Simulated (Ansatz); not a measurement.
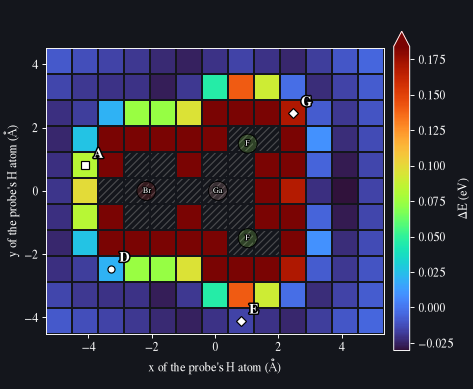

BrF₂Ga (SMILES [F][Ga]([F])[Br]) with the probe H. The probe is moved over the molecule's main plane. The first coordinate is: x of the probe's H atom; the second: y of the probe's H atom. Nothing is relaxed (molecule and probe rigid). The scan uses a 13 × 11 grid; 66 points were computed and 59 follow by symmetry. At 18 points there is no value (left out of the scan, as a rule where atoms come close). Energies: eV, counted from molecule and probe far apart, each relaxed in its own basis (no counterpoise correction). Energies and slopes of some neighbouring points disagree (a jump in structure or state, or too coarse a mesh). All numbers below come from Ansatz 0.2.0, UKS PBE-D4/def2-SVPD.

In the figure: one coloured cell a grid point, labelled circles for the molecule's atoms, projected on the plane, one colour for all values above the top of the scale, hatched blanks where no value was computed, lettered points.

Is E the lowest point of the computed grid?

Answer. No. E lies 0.014 eV above the lowest grid point, which is at x of the probe's H atom = 4.10 Å, y of the probe's H atom = 0.00 Å [nearest 2 F at 3.41 Å].

Rank the lettered points by energy, lowest first.

Answer. E (−0.016 eV), D (0.020 eV), A (0.08 eV), G (0.17 eV).
